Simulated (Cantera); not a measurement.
Charge: 1 mol HF, 0.036 mol H2O, 0.076 mol O2, at 1 atm.

Equilibrium computed with Cantera from the NASA thermochemical tables; the gas is ideal and each condensed phase is pure. Candidate condensed phases: H2O; 22 gas species. Rates play no part.

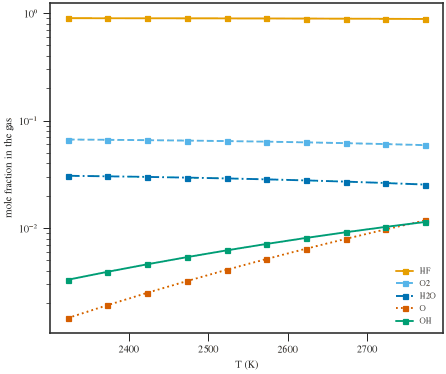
*Equilibrium gas composition (values under 1e-9 drawn at 1e-9)*

**Question.** Read off the mole fractions at 2773 K.

**Answer.** HF about 0.88, O2 about 0.059, H2O about 0.025, O about 0.012, OH about 0.011.
